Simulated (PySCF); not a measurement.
## A study: C₅H₅O, charge +1, SMILES `CC#CCC#[O+]`

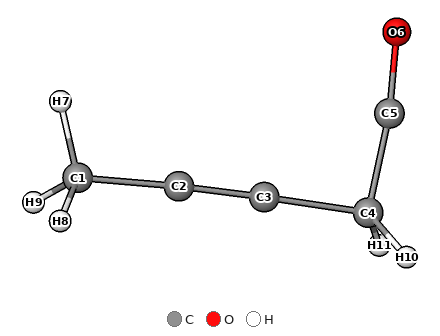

The molecule, with its atoms numbered as below. No frequency check shows the geometry to be a minimum.

Coordinates in Å:

```
C1      -2.7362    0.3863   -0.0002
C2      -1.3947   -0.0934   -0.0003
C3      -0.2754   -0.5449   -0.0002
C4       1.0796   -1.1267    0.0001
C5       1.6930    0.1209    0.0001
O6       2.0598    1.1818   -0.0001
H7      -2.7303    1.4755    0.0572
H8      -3.2752   -0.0056    0.8617
H9      -3.2443    0.0854   -0.9157
H10      1.2866   -1.7312    0.8925
H11      1.2869   -1.7314   -0.8921
```

## 1. Bonding charge

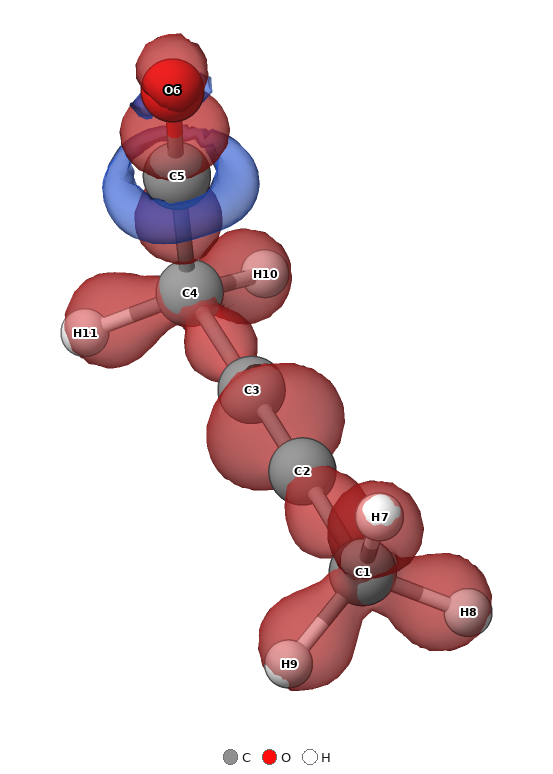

Deformation density (molecule less spherical, spin-averaged free atoms at the same positions), surfaces at ±0.19 e/Å³; red: gain, blue: loss.

Method: B3LYP/def2-SVP; geometry: GFN2-xTB; program: PySCF.

Q: Describe the bonding that the map shows.

A: C5–O6: +0.81 e/Å³ at the bond critical point (bond length 1.12 Å, Mayer order 2.6). C2–C3: +0.76 e/Å³ at the bond critical point (bond length 1.21 Å, Mayer order 2.6). C4–H10 and C4–H11: +0.69 e/Å³ at the bond critical point (bond length 1.10 Å, Mayer order 0.8). C1–H9: +0.69 e/Å³ at the bond critical point (bond length 1.09 Å, Mayer order 0.9). C1–H8: +0.69 e/Å³ at the bond critical point (bond length 1.09 Å, Mayer order 0.9). C1–H7: +0.67 e/Å³ at the bond critical point (bond length 1.09 Å, Mayer order 0.9). C1–C2: +0.48 e/Å³ at the bond critical point (bond length 1.43 Å, Mayer order 1.1). C3–C4: +0.41 e/Å³ at the bond critical point (bond length 1.48 Å, Mayer order 0.9). C4–C5: +0.37 e/Å³ at the bond critical point (bond length 1.39 Å, Mayer order 1.1). In all, 2.3 electrons gather in the regions of gain relative to the promolecule of neutral atoms (the regions of loss give up this much and the cation's charge besides).

## 2. Local ionisation energy

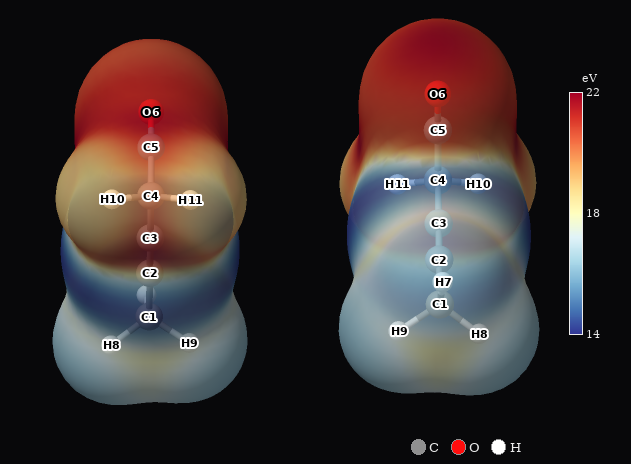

Average local ionisation energy on the surface of electron density 0.001 a.u. (back view left, front view right).

Q: Locate the minima of the map.

A: The lowest value is 14.1 eV, off the C2–C3 bond (2.1 to 2.2 Å from its atoms), and at like points elsewhere. Further minima include 14.2 eV, off the C2–C3 bond (2.1 Å from its atoms); 16.2 eV, 1.3 Å from H9, and at like points elsewhere. For comparison, the highest occupied orbital lies at −12.7 eV.

Q: What volume does the surface enclose?

A: About 108 Å³.

## 3. Excited states

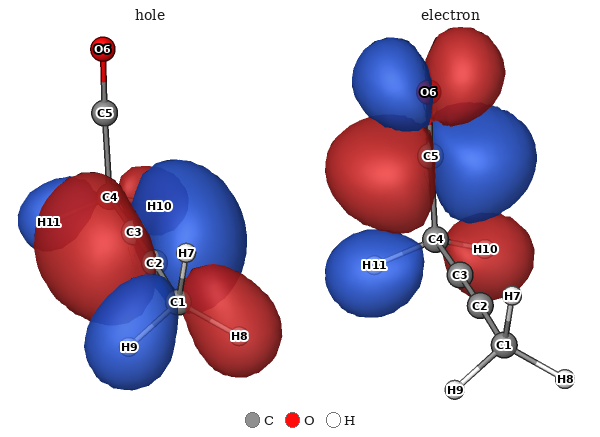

Leading natural transition orbital pair of S₁ (full linear response singlet states); the surfaces enclose about 85 % of each orbital's density.

Computed with PySCF, PBE/def2-SVP, geometry: GFN2-xTB. Without diffuse functions Rydberg states are missing, so the states' numbers hold for this basis only.

Q: Characterise the state.

A: 3.03 eV (410 nm), f = 0.005, charge transfer, whose energy this functional puts too low; the leading pair carries 99 %; hole on C3 (41 %), C2 (32 %) and C1 (9 %), electron on C5 (46 %), O6 (32 %) and C4 (10 %); their centroids lie 2.7 Å apart. In canonical orbitals it is mainly HOMO → LUMO (99 %). The HOMO–LUMO gap is 2.95 eV.

## 4. Removing or adding an electron

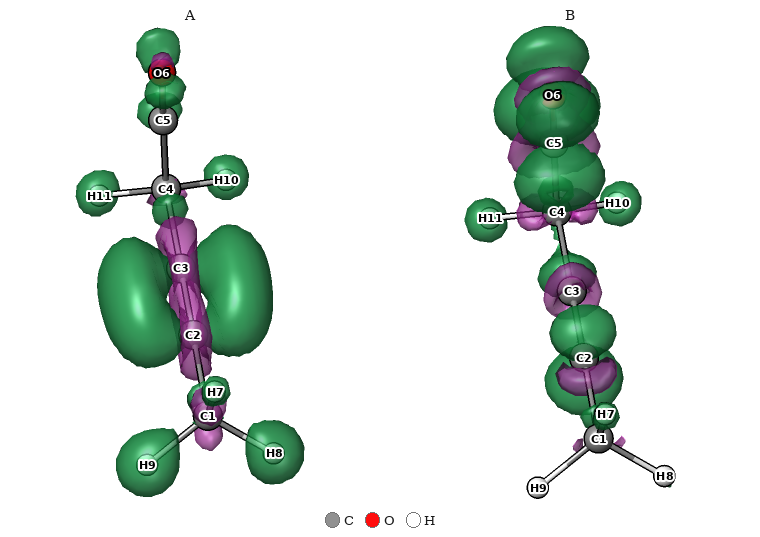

The two Fukui functions at ±0.05 e/Å³ (green positive, purple negative).

PySCF calculation, B3LYP/6-31G*, gas phase; geometry: GFN2-xTB.

Q: Which panel is f⁻ (electron removed) and which f⁺ (electron added)?

A: A is f⁻, B is f⁺. f⁻ (Hirshfeld-condensed) is largest on C3 (0.25) and C2 (0.20); the vertical ionisation energy is 15.03 eV. f⁺ (Hirshfeld-condensed) is largest on C5 (0.27) and O6 (0.23); the vertical electron affinity is 4.88 eV (the stability of the neutral species's solution wasn't checked; rough: the basis has no diffuse functions).

Q: What chemical potential and hardness follow from the two energies?

A: μ = −(I + A)/2 = −9.95 eV and η = I − A = 10.15 eV.

The PySCF runs shown took 13 s, 100 s and 3.9 min on 1 thread of Intel(R) Xeon(R) Processor @ 2.70GHz, with other jobs on the host.
